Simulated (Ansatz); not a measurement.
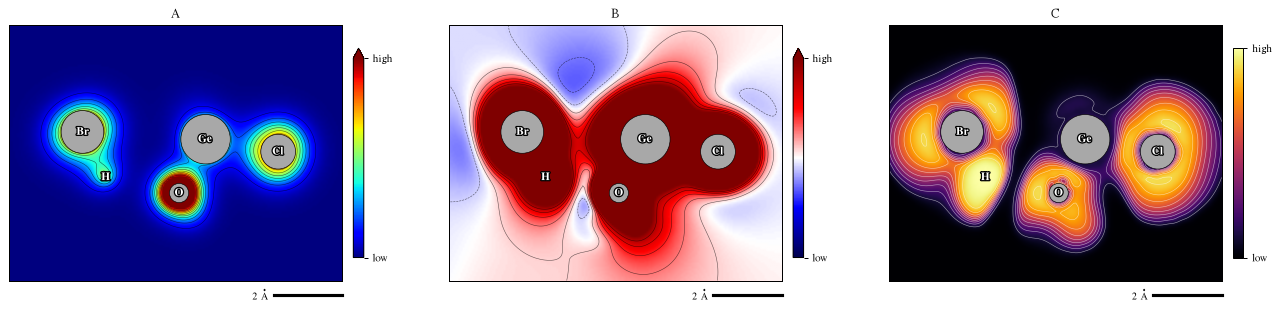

ClGeH₃O₃···HBr: 3 fields on the plane of atoms O2, Ge1 and Cl8, with unlabelled colour scales. Grey discs cover the atomic cores.

Not at a stationary point (largest force 1.9 eV/Å).

Computed with RHF/def2-SVP (Ansatz 0.2.0).

> The panels show electron density, electron localisation function and electrostatic potential in some order. Assign them.

Panel A: electron density. Panel B: electrostatic potential (strongly positive close to the atoms, with negative regions outside electron-rich atoms). Panel C: electron localisation function. From the grid: O2···H10 (2.21 Å): the density falls to about 0.11 e/Å³ on the way; the ELF dips to about 0.05 between them. Ge–Cl (2.16 Å): ρ is about 0.74 e/Å³ halfway, with its minimum of 0.66 e/Å³ about 0.9 Å from Ge; the ELF peaks at about 0.85 in the valence shell of Cl, 0.9 Å from its nucleus, and is about 0.70 at the midpoint.
